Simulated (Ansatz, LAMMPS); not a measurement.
# An extra electron or hole in glassy 57SiO2-27Al2O3-16BaO (mol %) (149 atoms), part 2 of 4

Does an extra electron or hole in glassy 57SiO2-27Al2O3-16BaO (mol %) (149 atoms) stay spread out, or do the atoms trap it?

Ansatz 0.2.0; Kohn-Sham DFT, PBE, PAW (set soft_1), plane waves.

The cell: 25 Si, 24 Al, 7 Ba and 93 O. The quench rate of 25 K/ps is many orders above laboratory rates. The network of bonds at the start is that of the classical potential that made the cell. Sampling is at Γ alone, for a cell whose shortest periodic width is 13 Å. The levels lack spin–orbit coupling.

So far. Step 2 (Single point at the start): The r.m.s. force at the start is 1.3 eV/Å. Step 3 (Relaxation): The relaxation converged after 24 steps, 11.4 eV below its start, with a largest force component of 0.046 eV/Å.

**4. Single point at the relaxed geometry**

The electronic structure is read at the final geometry, in a run of its own.

Input file input.yaml:

```yaml
crystal:
  lattice:
    - [12.514, 0.0, 0.0]
    - [0.0, 12.514, 0.0]
    - [0.0, 0.0, 12.514]
  atoms:
    - { symbol: Si, position: [0.63594, 0.24298, 0.01144] }
    - { symbol: Si, position: [0.48531, 0.49516, 0.38922] }
    - { symbol: Si, position: [0.55651, 0.72926, 0.66912] }
    - { symbol: Si, position: [0.19248, 0.25055, 0.426] }
    - { symbol: Si, position: [0.60533, 0.39238, 0.81355] }
    - { symbol: Si, position: [0.88158, 0.71975, 0.89295] }
    [... 137 atom lines left out ...]
    - { symbol: O, position: [0.48056, 0.92523, 0.04651] }
    - { symbol: O, position: [0.9058, 0.69747, 0.59724] }
    - { symbol: O, position: [0.29138, 0.24712, 0.5168] }
    - { symbol: O, position: [0.62999, 0.82715, 0.36571] }
    - { symbol: O, position: [0.15921, 0.36695, 0.38596] }
    - { symbol: O, position: [0.76006, 0.03304, 0.3518] }
kpoints:
  mp_grid: { grid: [1, 1, 1] }
hamiltonian:
  xc: pbe
  pseudopotentials: { kind: paw, azcp: { folder: soft_1 } }
scf:
  occupations: { method: gaussian, width: 0.025 }
output:
  forces: true
  stress: true
  populations: true
  dos:
    method: { smearing: { sigma: 0.08 } }
    de: 0.1
    projected: { site_lists: { Al: [Al], Ba: [Ba], O: [O], Si: [Si] } }
  eigenvalues: true
  write_density: true
  write_potential: true
  volumetric_format: npy
  elf: true
```

Command:

```bash
> ansatz run input.yaml --threads 8 --pin off --max-ram 15872MiB --backend cpu --events-out ev --progress --plain --runs-dir out
```

Numbers of over 12 decimals in the logs are rounded to 6 here.

The program printed:

```text
[...]
Crystal: 149 atoms, lattice volume = 1959.695 Å³
Basis set: ecut = 420 eV, 38401 PW (Γ), exchange–correlation on 180×180×180 points (8 copies of the dense FFT grid, shifted against one another)
Bands: 549, of which v1, the nominal top of the filled ones, is band 400 counted from 1 (399 counted from 0)
Symmetry: 1 space group operations
[...]
k-points: 1
[...]
SCF iter   1: F=—  HF=-123485.573604 eV  |F-HF|=—  |Δ(HF+E_count)|=         —  Δρ=1.06e-1  dr2=2.68e2  ethr=3.10e-3  ⟨swp⟩=7.0  Hψ=2679  notcnv=0  defer=135
[...]
SCF iter  13: F=-123404.623229 eV  HF=-123404.623229 eV  |F-HF|=1.12e-8  |Δ(HF+E_count)|=   1.06e-8  Δρ=1.01e-6  dr2=1.95e-8  ethr=1.25e-11  ⟨swp⟩=7.0  Hψ=3469  notcnv=0
SCF 1 converged in 13 iterations: F = -123404.623229 eV  dr2 = 1.95e-8
[...]
SCF converged after 13 iterations
Free energy (F): -123404.623229 eV
[...]
Internal energy: -123404.623229 eV  (E = F + TS)
E sigma→0 (E₀):  -123404.623229 eV
Fermi energy:    6.712866 eV
[...]
--- Forces (eV/Å), atoms counted from 1 ---
  atom   1  Si     0.00075448     0.00133106    -0.00499495
  atom   2  Si    -0.00030999    -0.00218144     0.00467412
  atom   3  Si     0.00084487    -0.00650693     0.00110444
  atom   4  Si    -0.00057238    -0.01835449     0.01693664
  atom   5  Si    -0.00407343     0.00388131    -0.00717035
  atom   6  Si     0.00010748    -0.00372440     0.00379834
  atom   7  Si     0.00544515    -0.00330984     0.00122407
  atom   8  Si     0.00202972     0.00680845     0.00626834
  atom   9  Si     0.00181406    -0.00656806    -0.00209743
  atom  10  Si     0.00117749     0.00345288     0.00100866
  atom  11  Si     0.00396036     0.00127577    -0.00486723
  atom  12  Si     0.01108657     0.00605293     0.00111037
  atom  13  Si    -0.01285022     0.00366227     0.01010855
  atom  14  Si    -0.01262720    -0.00905970    -0.00905495
[...]
atom 148  O      0.00589047    -0.01187492    -0.00462793
  atom 149  O      0.00718217    -0.00357344     0.00027358
  max |Σ_I F_I| component: 5.94e-5 eV/Å
--- Stress (GPa, compression-positive) ---
        0.715526       0.617557      -0.159620
        0.617563       2.354912       0.431471
       -0.159620       0.431468       1.692404
  P = ⅓ Tr σ = 1.5876 GPa (15.876 kbar)
--- Band table (eV) ---
[...]
--- Löwdin populations: 149 sites ---
  site symbol       q [e]
     0     Si      2.3321
     1     Si      2.3112
     2     Si      2.3100
[...]
148      O      6.8074
  spilling = 0.011747 (of n_electrons = 800.000000)
```

Run time: 19 s. Hardware: 8 threads of INTEL XEON PLATINUM 8581C at 2.30GHz (Emerald Rapids), shared host; peak memory 3.2 GiB; 2.3 min of CPU time.

Numbers from this run:

```yaml
free_energy: -123404.6232 eV
free_energy_per_atom: -828.2189 eV/atom
scf_cycles: 13
pressure: 1.588 GPa
r_m_s_force_component: 0.00651 eV/Å
longest_force: 0.04815 eV/Å
fermi_energy: 6.713 eV
spacing_of_highest_filled_and_lowest_empty_level: 3.601 eV
spilling_of_the_projection: 0.01175
```

Löwdin charges by element and coordination (they lack the spilled electrons, 0.063 e an atom on average):

```csv
element,coordination,atoms,mean charge (e),spread,least,most
Al,all,24,1.30,0.0378,1.21,1.36
Al,4,19,1.29,0.0411,1.21,1.36
Al,5,5,1.30,0.0198,1.28,1.33
Ba,all,7,1.93,0.0174,1.92,1.97
Ba,6,2,1.93,0.0111,1.92,1.94
Ba,7,2,1.93,0.0126,1.92,1.94
Ba,8,1,1.94,0,1.94,1.94
Ba,9,1,1.92,0,1.92,1.92
Ba,10,1,1.97,0,1.97,1.97
O,all,93,-0.826,0.0701,-1.00,-0.715
O,2,36,-0.784,0.0475,-0.903,-0.729
O,3,46,-0.838,0.0654,-0.968,-0.715
O,4,11,-0.909,0.0544,-1.00,-0.812
Si,all,25,1.66,0.0252,1.60,1.70
```

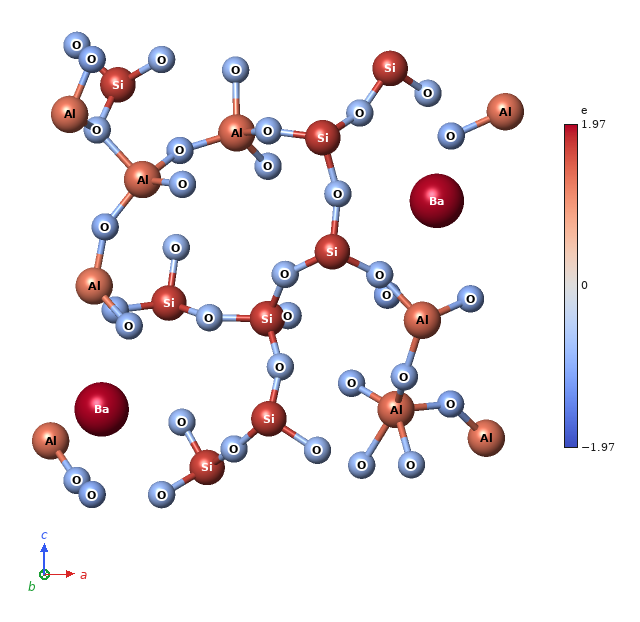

Atoms coloured by Löwdin charge. Drawn is a slice 4 Å thick, seen along the normal of the ac plane. Bonds to atoms that aren't drawn are left out.

States in the cell by windows of 1 eV, zero at the Fermi level; the larger projections on atomic orbitals stand beside the total:

```csv
from (eV),to (eV),total,O p,Si p,Al p
-10,-9,18.9,13.1,1.6,0.3
-9,-8,44.0,33.2,5.5,0.9
-8,-7,54.0,41.7,5.3,2.5
-7,-6,61.0,49.6,3.7,3.3
-6,-5,91.3,79.8,2.6,4.1
-5,-4,111.2,102.2,1.7,2.8
-4,-3,103.4,97.6,0.9,1.6
-3,-2,44.8,42.6,0.2,0.7
-2,-1,2.0,1.9,0.0,0.1
-1,1,0.0,0.0,0.0,0.0
1,2,2.0,0.0,0.0,0.1
2,3,5.7,0.4,0.3,0.6
3,4,33.8,2.4,2.7,4.1
4,5,49.1,4.0,6.0,6.7
```

The curve was stored every 0.10 eV, coarse against its broadening of 0.08 eV, so these counts are rough.

Between -26 and -10 eV lie 255 more states.

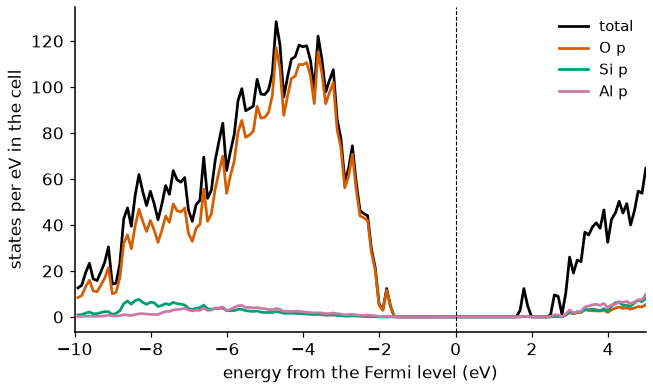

Total and projected density of states, with the broadening of the input.

The levels nearest the highest filled one (over half full), pooled over k-points and spins:

```csv
level less the highest filled one (eV),occupation
-0.526,2
-0.512,2
-0.450,2
-0.370,2
-0.296,2
0,2
3.60,0
4.44,0
4.76,0
4.79,0
4.91,0
5.01,0
```

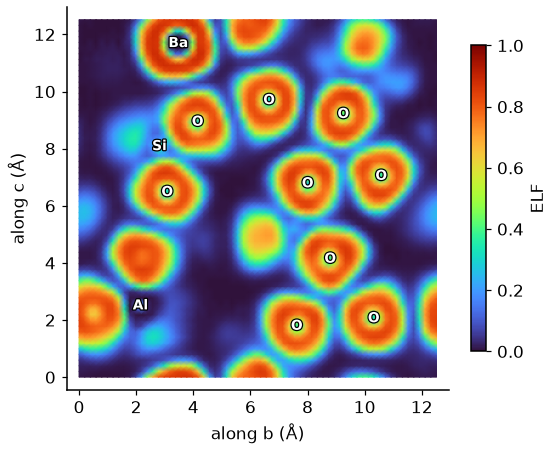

ELF in the bc plane at fractional x = 0.285, with atoms of Si and Al and Ba and O within 0.2 Å of it. It is the smooth field of the valence electrons, not physical close to the nuclei.

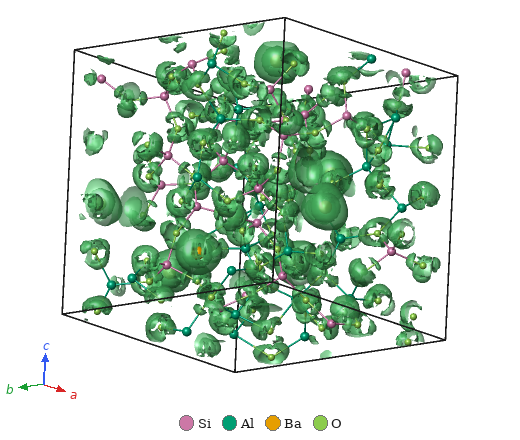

Surface of ELF = 0.82. Bonds to atoms that aren't drawn are left out.

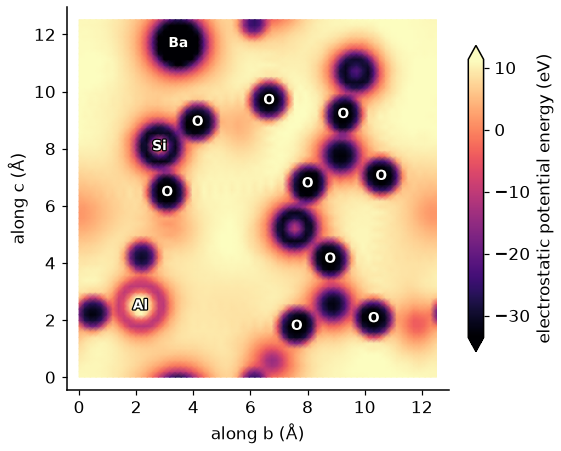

Electrostatic potential energy in the bc plane at fractional x = 0.285, with atoms of Si and Al and Ba and O within 0.2 Å of it. With pseudopotentials it is smooth inside the atoms' cores, unlike the true potential.

Filled and empty levels are parted by 3.60 eV (at Γ alone); a semilocal functional tends to put such gaps too low. In a disordered cell it changes from sample to sample, and tail or defect levels can set it. Mean Löwdin charges: Al +1.30, Ba +1.93, O -0.83, Si +1.66 e (they miss 1.2 % of the electrons, so they add up to more than the cell's charge).

**5. An extra electron, atoms held**

The electron count changes by one with the atoms held: a vertical process, on a uniform background, with spin and a narrow Fermi–Dirac smearing. Its energy against the neutral cell hangs on the program's zero of potential.

Input file input.yaml:

```yaml
crystal:
  lattice:
    - [12.514, 0.0, 0.0]
    - [0.0, 12.514, 0.0]
    - [0.0, 0.0, 12.514]
  atoms:
    [... the 149 atom lines of step 4 ...]
total_charge: -1
kpoints:
  mp_grid: { grid: [1, 1, 1] }
hamiltonian:
  xc: pbe
  pseudopotentials: { kind: paw, azcp: { folder: soft_1 } }
scf:
  occupations: { method: fermi_dirac, width: 0.01 }
  lower_state_search: "off"
output:
  forces: true
  stress: true
  populations: true
  dos:
    method: { smearing: { sigma: 0.15 } }
    de: 0.1
    projected: { site_lists: { Al: [Al], Ba: [Ba], O: [O], Si: [Si] } }
  eigenvalues: true
  write_density: true
  write_potential: true
  volumetric_format: npy
magnetization:
  spin_polarized: true
  initial_magnetization: 1
```

The program printed:

```text
[...]
Crystal: 149 atoms, lattice volume = 1959.695 Å³
Basis set: ecut = 420 eV, 38401 PW (Γ), exchange–correlation on 180×180×180 points (8 copies of the dense FFT grid, shifted against one another)
Bands: 550, of which v1, the nominal top of the filled ones, is band 401 counted from 1 (400 counted from 0)
Symmetry: 1 space group operations
[...]
k-points: 1
[...]
Starting moments: Σ|m| = 1 μB on 149 of 149 sites
[...]
SCF iter   1: F=—  HF=-123476.885757 eV  |F-HF|=—  |Δ(HF+E_count)|=         —  Δρ=5.18e-2 (↑5.15e-2 ↓5.18e-2)  dr2=2.69e2  dr2_m=9.25e-2  M=1.000 μB ∫|m|=1.045 μB  β_m=1.00  ethr=3.10e-3  ⟨swp⟩=8.0  Hψ=5370  notcnv=0  defer=272
[...]
spin=Collinear: Resta preconditioning applied to the charge; magnetization (m = ρ↑ − ρ↓) channel mixes plain (no charge-response kernel on spin).
SCF iter   2: F=—  HF=-123424.466448 eV  |F-HF|=—  |Δ(HF+E_count)|=         —  Δρ=2.61e-2 (↑2.61e-2 ↓2.61e-2)  dr2=9.65e1  dr2_m=1.48e-2  M=1.000 μB ∫|m|=1.050 μB  β_m=0.30  ethr=3.10e-3  ⟨swp⟩=3.0  Hψ=2064  notcnv=0  defer=285
[...]
SCF iter   7: F=—  HF=-123396.084656 eV  |F-HF|=—  |Δ(HF+E_count)|=   5.39e-2  Δρ=7.80e-4 (↑7.80e-4 ↓6.95e-4)  dr2=2.80e-2  dr2_m=4.11e-3  M=0.852 μB ∫|m|=0.881 μB  β_m=0.30  ethr=4.33e-5  ⟨swp⟩=6.5  Hψ=1649  notcnv=0  defer=289
[...]
spin-set hold released at iteration 7 (site moments contracting): the magnetisation degrees of freedom join the quasi-Newton model from the next iteration; the mixer history was flushed
SCF iter   8: F=—  HF=-123396.098254 eV  |F-HF|=—  |Δ(HF+E_count)|=   1.36e-2  Δρ=5.99e-4 (↑5.99e-4 ↓5.02e-4)  dr2=1.73e-2  dr2_m=2.41e-3  M=0.829 μB ∫|m|=0.859 μB  β_m=0.65  ethr=3.50e-6  ⟨swp⟩=3.0  Hψ=1645  notcnv=0  defer=289
[...]
SCF iter  21: F=-123396.132821 eV  HF=-123396.132821 eV  |F-HF|=4.54e-9  |Δ(HF+E_count)|=   1.34e-7  Δρ=4.45e-7 (↑4.44e-7 ↓4.45e-7)  dr2=1.26e-8  dr2_m=1.37e-11  M=0.001 μB ∫|m|=0.001 μB  ethr=4.13e-12  ⟨swp⟩=7.0  Hψ=7558  notcnv=0
WARN: the starting moments were not kept: the SCF closed with an absolute magnetisation of 6.4e-4 μB, where they sum to 1 μB in size (149 sites). That is at most 0.1 of that sum. Measured as dr2_m measures the in/out step, that magnetisation stands 1.2e-9 eV from none, [...]
SCF 1 converged in 21 iterations: F = -123396.132821 eV  dr2 = 1.26e-8
[...]
SCF converged after 21 iterations
Magnetization: 0.0006 μB (400.5003 up, 400.4997 down)
Absolute magnetization: 0.0006 μB (∫|ρ↑−ρ↓|, with the PAW one-centre terms)
[...]
Per-site moments (μB) at R_I (Å): [(9.435364425990687e-7, 0.654347), (7.543159022754743e-7, 0.654484), (3.178092328292882e-7, 0.658876), (3.665807118203927e-7, 0.658215), (7.556133538122409e-7, 0.659805), [...]
Free energy (F): -123396.132821 eV
[...]
Internal energy: -123396.118958 eV  (E = F + TS)
E sigma→0 (E₀):  -123396.125889 eV
Entropy (-TS):   -0.013863 eV (-0.093 meV/atom)
Fermi energy:    8.494424 eV
[...]
--- Forces (eV/Å), atoms counted from 1 ---
  atom   1  Si    -0.04852838     0.03890185     0.04217606
  atom   2  Si    -0.00477533    -0.08909960    -0.04125731
  atom   3  Si     0.00866285    -0.00044329    -0.04229306
  atom   4  Si     0.02695459    -0.00164746     0.01084392
  atom   5  Si     0.01218670    -0.06886741    -0.00400601
  atom   6  Si     0.03545377    -0.01387695     0.00024310
  atom   7  Si    -0.00986996    -0.03208445    -0.02895012
  atom   8  Si    -0.03040690     0.03476258     0.03672703
  atom   9  Si    -0.03131090    -0.00729196    -0.00843269
  atom  10  Si     0.04628958     0.03099249     0.01371206
  atom  11  Si     0.05107244    -0.07388071    -0.00451779
  atom  12  Si     0.00361471     0.07143109    -0.07936864
  atom  13  Si    -0.03714225    -0.01795187     0.00985816
  atom  14  Si    -0.03293615    -0.01321680     0.03005411
[...]
atom 148  O     -0.00555080     0.01629596    -0.04498324
  atom 149  O      0.03447088    -0.04129100    -0.00132760
  max |Σ_I F_I| component: 3.78e-5 eV/Å
--- Stress (GPa, compression-positive) ---
        0.900821       0.614934      -0.134505
        0.614941       2.504527       0.434379
       -0.134505       0.434376       1.903977
  P = ⅓ Tr σ = 1.7698 GPa (17.698 kbar)
--- Band table (eV) ---
[...]
--- Löwdin populations: 149 sites ---
  site symbol       q [e]    m [muB]
     0     Si      2.3411     0.0000
     1     Si      2.3196     0.0000
     2     Si      2.3156     0.0000
[...]
148      O      6.8093     0.0000
  spilling = 0.011795 (of n_electrons = 801.000000)
```

Run time: 46 s. Hardware: 8 threads; peak memory 5.4 GiB; 5.8 min of CPU time.

The program notes that starting moments were not kept.

An extra electron, atoms held: the energy stands 8.49 eV above that of the reference. An odd electron should give 1 μB; this run ended with the carrier shared between both spins.

The levels nearest the highest filled one (over half full), pooled over k-points and spins:

```csv
level less the highest filled one (eV),occupation
-3.63,1
-3.63,1
0,0.5
0,0.5
0.867,0
0.867,0
1.17,0
1.17,0
```

**6. An extra electron, atoms relaxed**

The atoms now respond to the charge; the energy gained comes from screening by the atoms, from trapping if the charge localises, and from any strain left in the reference.

input.yaml, the sections that differ from step 5:

```yaml
output:
  forces: true
relax:
  f_tol: 0.05
  max_steps: 90
# crystal, total_charge, kpoints, hamiltonian, scf, magnetization: as in step 5
```

The program printed:

```text
[...]
Crystal: 149 atoms, lattice volume = 1959.695 Å³
Basis set: ecut = 420 eV, 38401 PW (Γ), exchange–correlation on 180×180×180 points (8 copies of the dense FFT grid, shifted against one another)
Bands: 550, of which v1, the nominal top of the filled ones, is band 401 counted from 1 (400 counted from 0)
Symmetry: 1 space group operations
[...]
k-points: 1
[...]
Starting moments: Σ|m| = 1 μB on 149 of 149 sites
[...]
SCF iter   1: F=—  HF=-123476.885756 eV  |F-HF|=—  |Δ(HF+E_count)|=         —  Δρ=5.18e-2 (↑5.15e-2 ↓5.18e-2)  dr2=2.69e2  dr2_m=9.25e-2  M=1.000 μB ∫|m|=1.045 μB  β_m=1.00  ethr=3.10e-3  ⟨swp⟩=8.0  Hψ=5370  notcnv=0  defer=272
[...]
SCF iter   2: F=—  HF=-123424.466456 eV  |F-HF|=—  |Δ(HF+E_count)|=         —  Δρ=2.61e-2 (↑2.61e-2 ↓2.61e-2)  dr2=9.65e1  dr2_m=1.48e-2  M=1.000 μB ∫|m|=1.050 μB  β_m=0.30  ethr=3.10e-3  ⟨swp⟩=3.0  Hψ=2064  notcnv=0  defer=285
[...]
SCF iter   7: F=—  HF=-123396.084659 eV  |F-HF|=—  |Δ(HF+E_count)|=   5.39e-2  Δρ=7.80e-4 (↑7.80e-4 ↓6.95e-4)  dr2=2.80e-2  dr2_m=4.11e-3  M=0.852 μB ∫|m|=0.881 μB  β_m=0.30  ethr=4.33e-5  ⟨swp⟩=6.5  Hψ=1649  notcnv=0  defer=289
[...]
SCF iter   9: F=—  HF=-123396.128936 eV  |F-HF|=—  |Δ(HF+E_count)|=   2.64e-2  Δρ=2.23e-4 (↑2.23e-4 ↓1.70e-4)  dr2=4.82e-3  dr2_m=1.02e-4  M=0.710 μB ∫|m|=0.743 μB  β_m=0.71  ethr=2.16e-6  ⟨swp⟩=6.0  Hψ=1945  notcnv=0  defer=289
[...]
SCF iter  16: F=-123396.132794 eV  HF=-123396.132791 eV  |F-HF|=2.71e-6  |Δ(HF+E_count)|=   3.25e-5  Δρ=7.54e-6 (↑7.01e-6 ↓7.54e-6)  dr2=1.13e-6  dr2_m=7.98e-7  M=0.170 μB ∫|m|=0.178 μB  β_m=0.99  ethr=4.88e-10  ⟨swp⟩=1.0  Hψ=3321  notcnv=0
SCF iter  17: F=-123396.132802 eV  HF=-123396.132801 eV  |F-HF|=1.02e-6  |Δ(HF+E_count)|=   9.68e-6  Δρ=6.62e-6 (↑6.15e-6 ↓6.62e-6)  dr2=8.88e-7  dr2_m=4.60e-7  M=0.144 μB ∫|m|=0.150 μB  ethr=1.41e-10  ⟨swp⟩=1.0  Hψ=3319  notcnv=0
SCF 1 converged in 17 iterations: F = -123396.132802 eV  dr2 = 8.88e-7
[...]
relax step   1: F+E_penalty+E_count = -123396.13280169 eV  Δ(F+E_penalty+E_count) = +0.000e0 eV  max|allowed force component| = 1.209e-1 eV/Å  Δτ_max = 0.0000 Å  (17 SCF iters, dr2 threshold 6.25e-5 eV, accepted)
[...]
relax step   2: F+E_penalty+E_count = -123396.12988453 eV  Δ(F+E_penalty+E_count) = +2.917e-3 eV  max|allowed force component| = 1.804e-1 eV/Å  Δτ_max = 0.0435 Å  (17 SCF iters, rejected (line search))
[...]
relax step   3: F+E_penalty+E_count = -123396.13859640 eV  Δ(F+E_penalty+E_count) = -5.795e-3 eV  max|allowed force component| = 5.240e-2 eV/Å  Δτ_max = 0.0163 Å  (27 SCF iters, accepted)
[...]
relax step   4: F+E_penalty+E_count = -123396.12173324 eV  Δ(F+E_penalty+E_count) = +1.686e-2 eV  max|allowed force component| = 1.433e-1 eV/Å  Δτ_max = 0.1000 Å  (17 SCF iters, rejected (line search))
[...]
relax step   5: F+E_penalty+E_count = -123396.14145184 eV  Δ(F+E_penalty+E_count) = -2.855e-3 eV  max|allowed force component| = 1.738e-2 eV/Å  Δτ_max = 0.0200 Å  (16 SCF iters, accepted)
SCF converged after 16 iterations
Magnetization: 0.0140 μB (400.5070 up, 400.4930 down)
Absolute magnetization: 0.0146 μB (∫|ρ↑−ρ↓|, with the PAW one-centre terms)
[...]
Per-site moments (μB) at R_I (Å): [(2.1689632253397845e-5, 0.654743), (1.7335970197571017e-5, 0.655068), (6.850567101747412e-6, 0.658933), (8.461939726946097e-6, 0.658870), (1.6857107977631002e-5, 0.660274), [...]
Free energy (F): -123396.141452 eV
[...]
Internal energy: -123396.127591 eV  (E = F + TS)
E sigma→0 (E₀):  -123396.134521 eV
Entropy (-TS):   -0.013861 eV (-0.093 meV/atom)
Fermi energy:    8.478604 eV
[...]
Σ components = -123396.141452   (vs F -123396.141452, Δ=0.00e0)
--- Forces (eV/Å), atoms counted from 1 ---
  atom   1  Si    -0.00668376     0.00513518     0.00211793
  atom   2  Si    -0.00121321     0.00124612    -0.00190550
  atom   3  Si    -0.00225744     0.00440929     0.00210199
  atom   4  Si     0.01737461     0.00427666    -0.00549324
[...]
atom 149  O      0.01228556    -0.01127394     0.00147199
  max |Σ_I F_I| component: 2.08e-4 eV/Å
--- Relaxed structure (5 steps of the walk, 3 accepted, 0 SCFs on fresh bases) ---
  F+E_penalty+E_count = -123396.14145184 eV   max|allowed force component| = 1.738e-2 eV/Å
  atoms:
    - { symbol: Si, position: [0.635954, 0.242918, 0.011439] }
    - { symbol: Si, position: [0.485416, 0.495167, 0.389302] }
    - { symbol: Si, position: [0.556337, 0.729081, 0.669067] }
    - { symbol: Si, position: [0.192573, 0.250380, 0.426136] }
[...]
- { symbol: O, position: [0.760781, 0.032755, 0.351814] }
```

Elapsed: 2.4 min, on 8 threads; peak memory 5.4 GiB; 18 min of CPU time.

The relaxation converged after 5 steps, 0.00865 eV below its start, with a largest force component of 0.017 eV/Å.

An extra electron, atoms relaxed: the energy stands 8.48 eV above that of the reference. An odd electron should give 1 μB; this run ended with the carrier shared between both spins.

[end of part 2 of 4]

[Logs are printed without paths, hosts, clocks, repeated set-up lines and the standing remarks that a program may print on its own settings, such as how far it seeks lower states.]

[Hosts, paths, dates, database ids (printed as entryN), source tags and the programs' standing remarks are cut or masked in the printed files.]
